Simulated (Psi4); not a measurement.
## Run report: Si$_{2}$H$_{8}$O$_{2}$, interaction calculation (part 1 of 2)

System: Si$_{2}$H$_{8}$O$_{2}$, SMILES O[SiH3].O[SiH3].
Method: SAPT0/def2-TZVP, RHF (Psi4 1.11).

The geometry comes from this level: GFN2-xTB.

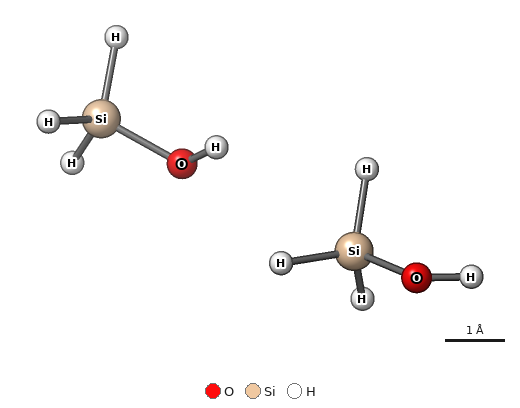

**Figure 1.** The structure (ball-and-stick view, seen at a tilt).

### The input (h8o2si2.in)
```
memory 1600 MB

molecule geom {
  0 1
  O      0.404080    -3.168560     1.808170
  Si     0.020610    -1.690240     1.255390
  H     -0.251090    -3.794560     2.102190
  H     -0.828680    -1.817940     0.061380
  H      1.337580    -1.160670     0.939010
  H     -0.699950    -0.930620     2.273140
  --
  0 1
  O     -0.243940     1.604770    -0.707220
  Si     0.050030     2.773040    -1.795960
  H     -0.155100     0.680130    -0.915710
  H      1.448800     2.736740    -2.228500
  H     -0.270480     3.971590    -1.037500
  H     -0.809330     2.607280    -2.970970
  symmetry c1
  no_reorient
  no_com
}

set {
  basis       def2-TZVP
  scf_type    df
  freeze_core true
}

E, wfn = energy("sapt0", return_wfn=True)
```

Launch command:
```bash
psi4 -i h8o2si2.in -o h8o2si2.out -n 1
```

### Output
```
Psi4 1.11 release

   => Loading Basis Set <=

    Name: DEF2-TZVP
    Role: ORBITAL
    Keyword: BASIS

   => Loading Basis Set <=

    Name: DEF2-TZVP
    Role: ORBITAL
    Keyword: BASIS

  //>>>>>>>>>>>>>>>>>>>>>>>>>>>>>>>>>>>//
  //              Dimer HF             //
  //<<<<<<<<<<<<<<<<<<<<<<<<<<<<<<<<<<<//

   => Loading Basis Set <=

    Name: DEF2-TZVP
    Role: ORBITAL
    Keyword: BASIS

         ---------------------------------------------------------
                                   SCF
                              RHF Reference
                        1 Threads,   1525 MiB Core
         ---------------------------------------------------------

  ==> Geometry <==

    Molecular point group: c1
    Full point group: C1

    Geometry (in Angstrom), charge = 0, multiplicity = 1:

       Center              X                  Y                   Z               Mass
    ------------   -----------------  -----------------  -----------------  -----------------
         O            0.404080000000    -3.168560000000     1.808170000000    15.994914619570
         SI           0.020610000000    -1.690240000000     1.255390000000    27.976926534650
         H           -0.251090000000    -3.794560000000     2.102190000000     1.007825032230
         H           -0.828680000000    -1.817940000000     0.061380000000     1.007825032230
         H            1.337580000000    -1.160670000000     0.939010000000     1.007825032230
         H           -0.699950000000    -0.930620000000     2.273140000000     1.007825032230
         O           -0.243940000000     1.604770000000    -0.707220000000    15.994914619570
         SI           0.050030000000     2.773040000000    -1.795960000000    27.976926534650
         H           -0.155100000000     0.680130000000    -0.915710000000     1.007825032230
         H            1.448800000000     2.736740000000    -2.228500000000     1.007825032230
         H           -0.270480000000     3.971590000000    -1.037500000000     1.007825032230
         H           -0.809330000000     2.607280000000    -2.970970000000     1.007825032230

  Running in c1 symmetry.

  Rotational constants: A =      0.98080  B =      0.02196  C =      0.02185 [cm^-1]
  Rotational constants: A =  29403.78823  B =    658.24008  C =    655.01525 [MHz]
  Nuclear repulsion =  200.362636066178482

  Charge       = 0
  Multiplicity = 1
  Electrons    = 52
  Nalpha       = 26
  Nbeta        = 26

  ==> Algorithm <==

  SCF Algorithm Type is DF.
  DIIS enabled.
  MOM disabled.
  Fractional occupation disabled.
  Guess Type is SAD.
  Energy threshold   = 1.00e-08
  Density threshold  = 1.00e-08
  Integral threshold = 1.00e-12

  ==> Primary Basis <==

  Basis Set: DEF2-TZVP
    Blend: DEF2-TZVP
    Number of shells: 80
    Number of basis functions: 184
    Number of Cartesian functions: 204
    Spherical Harmonics?: true
    Max angular momentum: 3

   => Loading Basis Set <=

    Name: (DEF2-TZVP AUX)
    Role: JKFIT
    Keyword: DF_BASIS_SCF

  ==> Integral Setup <==

  DFHelper Memory: AOs need 0.121 GiB; user supplied 1.118 GiB.
  SCF_SUBTYPE=INCORE selected. In-core MEM_DF algorithm will be used.
  Using in-core AOs.

  ==> MemDFJK: Density-Fitted J/K Matrices <==

    J tasked:                   Yes
    K tasked:                   Yes
    wK tasked:                   No
    Memory [MiB]:              1144
    Algorithm:                 Core
    Schwarz Cutoff:           1E-12
    Mask sparsity (%):      19.9256
    Fitting Condition:        1E-10

   => Auxiliary Basis Set <=

  Basis Set: (DEF2-TZVP AUX)
    Blend: DEF2-UNIVERSAL-JKFIT
    Number of shells: 174
    Number of basis functions: 554
    Number of Cartesian functions: 656
    Spherical Harmonics?: true
    Max angular momentum: 4

  Minimum eigenvalue in the overlap matrix is 2.2936660130E-03.
  Reciprocal condition number of the overlap matrix is 4.0950355765E-04.
    Using symmetric orthogonalization.

  ==> Pre-Iterations <==

  SCF Guess: Superposition of Atomic Densities via on-the-fly atomic UHF (no occupation information).

   -------------------------
    Irrep   Nso     Nmo
   -------------------------
     A        184     184
   -------------------------
    Total     184     184
   -------------------------

  ==> Iterations <==

                           Total Energy        Delta E     RMS |[F,P]|

   @DF-RHF iter SAD:  -731.09498789349277   -7.31095e+02   0.00000e+00
   @DF-RHF iter   1:  -732.22641488889997   -1.13143e+00   3.63290e-03 ADIIS/DIIS
   @DF-RHF iter   2:  -732.35131245857986   -1.24898e-01   2.34152e-03 ADIIS/DIIS
   @DF-RHF iter   3:  -732.41234375708632   -6.10313e-02   2.66873e-04 ADIIS/DIIS
   @DF-RHF iter   4:  -732.41437969412516   -2.03594e-03   6.15799e-05 DIIS
   @DF-RHF iter   5:  -732.41450565711784   -1.25963e-04   1.18277e-05 DIIS
   @DF-RHF iter   6:  -732.41451222839692   -6.57128e-06   2.35703e-06 DIIS
   @DF-RHF iter   7:  -732.41451248475164   -2.56355e-07   6.76033e-07 DIIS
   @DF-RHF iter   8:  -732.41451250294074   -1.81891e-08   2.40502e-07 DIIS
   @DF-RHF iter   9:  -732.41451250439684   -1.45610e-09   8.62148e-08 DIIS
   @DF-RHF iter  10:  -732.41451250458977   -1.92927e-10   1.27123e-08 DIIS
   @DF-RHF iter  11:  -732.41451250459841   -8.64020e-12   2.78747e-09 DIIS
  Energy and wave function converged.

  ==> Post-Iterations <==

    Orbital Energies [Eh]
    ---------------------

    Doubly Occupied:

       1A    -68.784866     2A    -68.781345     3A    -20.556491
       4A    -20.556078     5A     -6.133294     6A     -6.129792
       7A     -4.240429     8A     -4.239734     9A     -4.239558
      10A     -4.236931    11A     -4.236227    12A     -4.236070
      13A     -1.348067    14A     -1.347309    15A     -0.774379
      16A     -0.769644    17A     -0.652081    18A     -0.647469
      19A     -0.561463    20A     -0.559388    21A     -0.558538
      22A     -0.556904    23A     -0.478681    24A     -0.475397
      25A     -0.461540    26A     -0.458436

    Virtual:

      27A      0.097681    28A      0.119593    29A      0.158592
      30A      0.167475    31A      0.174112    32A      0.177380
      33A      0.178085    34A      0.184605    35A      0.194516
      36A      0.248349    37A      0.269733    38A      0.286241
      39A      0.287284    40A      0.296188    41A      0.341499
      42A      0.361191    43A      0.379860    44A      0.384141
      45A      0.395593    46A      0.409022    47A      0.417751
      48A      0.435710    49A      0.447600    50A      0.456612
      51A      0.457550    52A      0.488473    53A      0.569855
      54A      0.585938    55A      0.592687    56A      0.627404
      57A      0.643034    58A      0.663044    59A      0.677769
      60A      0.707870    61A      0.722364    62A      0.737339
      63A      0.751277    64A      0.766986    65A      0.768702
      66A      0.853302    67A      0.877070    68A      0.896765
      69A      0.931133    70A      0.952970    71A      1.108511
      72A      1.112959    73A      1.142973    74A      1.145653
      75A      1.160961    76A      1.167405    77A      1.199987
      78A      1.208982    79A      1.223212    80A      1.230374
      81A      1.252041    82A      1.260264    83A      1.263236
      84A      1.285493    85A      1.290755    86A      1.294974
      87A      1.349547    88A      1.380113    89A      1.400819
      90A      1.406149    91A      1.431489    92A      1.445358
      93A      1.510058    94A      1.539966    95A      1.572214
      96A      1.577371    97A      1.589968    98A      1.602587
      99A      1.622662   100A      1.625977   101A      1.810974
     102A      1.832722   103A      1.850142   104A      1.865720
     105A      1.988467   106A      2.011553   107A      2.088280
     108A      2.100284   109A      2.126208   110A      2.138713
     111A      2.155266   112A      2.156227   113A      2.190339
     114A      2.196757   115A      2.241341   116A      2.258086
     117A      2.270044   118A      2.287847   119A      2.337701
     120A      2.361870   121A      2.382648   122A      2.393392
     123A      2.551219   124A      2.553631   125A      2.570685
     126A      2.588529   127A      2.621297   128A      2.629569
     129A      2.674033   130A      2.688376   131A      2.697481
     132A      2.729952   133A      2.781786   134A      2.792186
     135A      2.955400   136A      2.977526   137A      3.110313
     138A      3.132066   139A      3.144286   140A      3.160302
     141A      3.166769   142A      3.184958   143A      3.197423
     144A      3.225417   145A      3.275040   146A      3.289290
     147A      3.817386   148A      3.860453   149A      4.254631
     150A      4.276081   151A      5.583283   152A      5.583711
     153A      5.592646   154A      5.593220   155A      5.642968
     156A      5.644947   157A      5.687176   158A      5.688222
     159A      5.882763   160A      5.883022   161A      5.925905
     162A      5.929890   163A      6.725002   164A      6.729508
     165A      6.761508   166A      6.763637   167A      6.815232
     168A      6.817574   169A      6.886968   170A      6.887375
     171A      7.000249   172A      7.001322   173A      7.109868
     174A      7.112121   175A      7.115469   176A      7.158463
     177A      7.395033   178A      7.410233   179A      7.526357
     180A      7.543554   181A     11.698332   182A     11.720105
     183A     45.036327   184A     45.078242

    Final Occupation by Irrep:
              A
    DOCC [    26 ]
    NA   [    26 ]
    NB   [    26 ]

  @DF-RHF Final Energy:  -732.41451250459841

   => Energetics <=

    Nuclear Repulsion Energy =            200.3626360661784815
    One-Electron Energy =               -1413.5140760090926051
    Two-Electron Energy =                 480.7369274383156608
    Total Energy =                       -732.4145125045984059

Computation Completed

Properties will be evaluated at   0.000000,   0.000000,   0.000000 [a0]

Properties computed using the SCF density matrix

 Multipole Moments:

 ------------------------------------------------------------------------------------
     Multipole            Electronic (a.u.)      Nuclear  (a.u.)        Total (a.u.)
 ------------------------------------------------------------------------------------

 L = 1.  Multiply by 2.5417464519 to convert [e a0] to [Debye]
 Dipole X            :         -4.2728497            3.8584995           -0.4143502
 Dipole Y            :         -9.8101981            9.3368155           -0.4733826
 Dipole Z            :          0.7903312           -1.0154254           -0.2250942
 Magnitude           :                                                    0.6681651

 ------------------------------------------------------------------------------------

	total time  =          3 seconds =       0.05 minutes

  //>>>>>>>>>>>>>>>>>>>>>>>>>>>>>>>>>>>//
  //            Monomer A HF           //
  //<<<<<<<<<<<<<<<<<<<<<<<<<<<<<<<<<<<//

  ==> Geometry <==

    Molecular point group: c1
    Full point group: C1

    Geometry (in Angstrom), charge = 0, multiplicity = 1:

       Center              X                  Y                   Z               Mass
    ------------   -----------------  -----------------  -----------------  -----------------
         O            0.404080000000    -3.168560000000     1.808170000000    15.994914619570
         SI           0.020610000000    -1.690240000000     1.255390000000    27.976926534650
         H           -0.251090000000    -3.794560000000     2.102190000000     1.007825032230
         H           -0.828680000000    -1.817940000000     0.061380000000     1.007825032230
         H            1.337580000000    -1.160670000000     0.939010000000     1.007825032230
         H           -0.699950000000    -0.930620000000     2.273140000000     1.007825032230
      Gh(O)          -0.243940000000     1.604770000000    -0.707220000000    15.994914619570
      Gh(SI)          0.050030000000     2.773040000000    -1.795960000000    27.976926534650
      Gh(H)          -0.155100000000     0.680130000000    -0.915710000000     1.007825032230
      Gh(H)           1.448800000000     2.736740000000    -2.228500000000     1.007825032230
      Gh(H)          -0.270480000000     3.971590000000    -1.037500000000     1.007825032230
      Gh(H)          -0.809330000000     2.607280000000    -2.970970000000     1.007825032230

  Running in c1 symmetry.

  Rotational constants: A =      0.98080  B =      0.02196  C =      0.02185 [cm^-1]
  Rotational constants: A =  29403.78823  B =    658.24008  C =    655.01525 [MHz]
  Nuclear repulsion =   65.685191067548629

  Charge       = 0
  Multiplicity = 1
  Electrons    = 26
  Nalpha       = 13
  Nbeta        = 13

  ==> Iterations <==

                           Total Energy        Delta E     RMS |[F,P]|

   @DF-RHF iter SAD:  -365.53344150341110   -3.65533e+02   0.00000e+00
   @DF-RHF iter   1:  -366.11261616305194   -5.79175e-01   2.58073e-03 ADIIS/DIIS
   @DF-RHF iter   2:  -366.17501608987891   -6.23999e-02   1.66927e-03 ADIIS/DIIS
   @DF-RHF iter   3:  -366.20601009554167   -3.09940e-02   1.83919e-04 ADIIS/DIIS
   @DF-RHF iter   4:  -366.20700222043666   -9.92125e-04   4.39270e-05 DIIS
   @DF-RHF iter   5:  -366.20706566887844   -6.34484e-05   8.26589e-06 DIIS
   @DF-RHF iter   6:  -366.20706884633080   -3.17745e-06   1.61309e-06 DIIS
   @DF-RHF iter   7:  -366.20706896786390   -1.21533e-07   4.37444e-07 DIIS
   @DF-RHF iter   8:  -366.20706897647665   -8.61274e-09   1.00636e-07 DIIS
   @DF-RHF iter   9:  -366.20706897697801   -5.01359e-10   1.64612e-08 DIIS
   @DF-RHF iter  10:  -366.20706897699125   -1.32445e-11   3.71385e-09 DIIS
  Energy and wave function converged.

  ==> Post-Iterations <==

    Final Occupation by Irrep:
              A
    DOCC [    13 ]
    NA   [    13 ]
    NB   [    13 ]

  @DF-RHF Final Energy:  -366.20706897699125

   => Energetics <=

    Nuclear Repulsion Energy =             65.6851910675486295
    One-Electron Energy =                -637.8379087401971219
    Two-Electron Energy =                 205.9456486956572121
    Total Energy =                       -366.2070689769912519

Computation Completed

Properties will be evaluated at   0.000000,   0.000000,   0.000000 [a0]

Properties computed using the SCF density matrix

 Multipole Moments:
```
